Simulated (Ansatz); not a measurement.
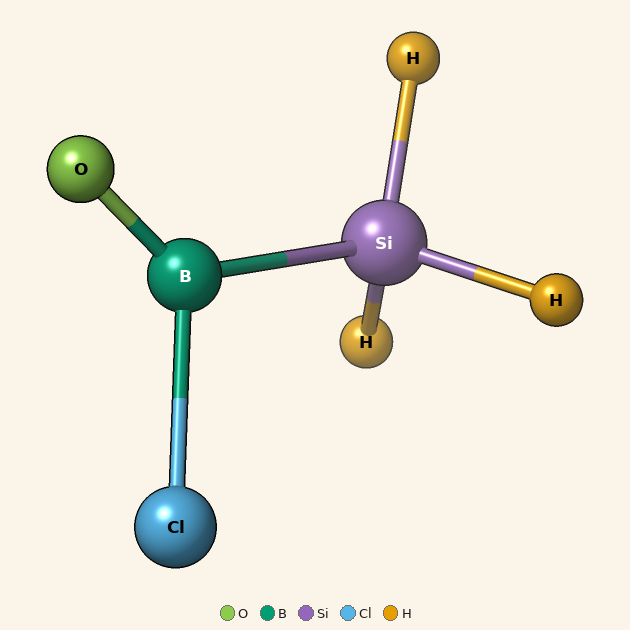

Atoms fade into the background with distance from the viewer. The species has charge −1 and is a spin singlet. The computed structure is the end point of a PBE-D4/def2-SVPD optimisation. No frequency run is at hand to confirm it as a minimum.

List the symmetry elements and name the point group.

Answer. It has 1 mirror plane, so the point group is Cs. The group has 2 operations. The geometry is achiral, and symmetry allows a dipole moment.
